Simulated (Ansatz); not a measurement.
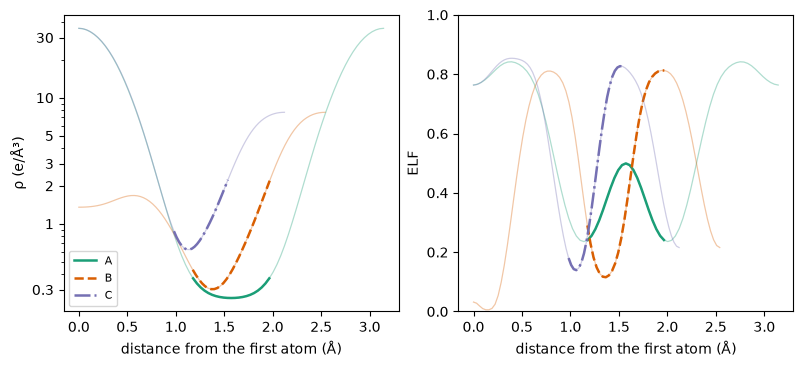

LaHfO. Valence pseudo-density and electron localisation function along straight lines between neighbouring atoms. Thin, pale parts lie inside the atomic spheres.

Space group Cmmm; a generated structure, not necessarily the stable one; changed on purpose from its base cell (volume × 0.91, shape and atoms relaxed); computed pressure about 11 GPa in this cell.

Theory: DFT PBE, scalar-relativistic, plane waves, PAW in Ansatz.

In a PAW calculation such maps are meaningful between the atoms, not at the nuclei.

Q: Which curve belongs to which contact (Hf–Hf, Hf–O and La–O)? The first atom named is at distance zero.

A: Curve A: Hf–Hf (3.14 Å): the density is about 0.26 e/Å³ at the midpoint; the ELF is about 0.50 at the midpoint. Curve B: La–O (2.54 Å): ρ is about 0.34 e/Å³ halfway; the ELF is about 0.15 at the midpoint; no localised pair shows between them. Curve C: Hf–O (2.12 Å): ρ is about 0.67 e/Å³ halfway; the ELF peaks at about 0.85 in the valence shell of O, 0.6 Å from its nucleus, and drops to about 0.15 between the two atoms: no shared electron pair shows on this line.
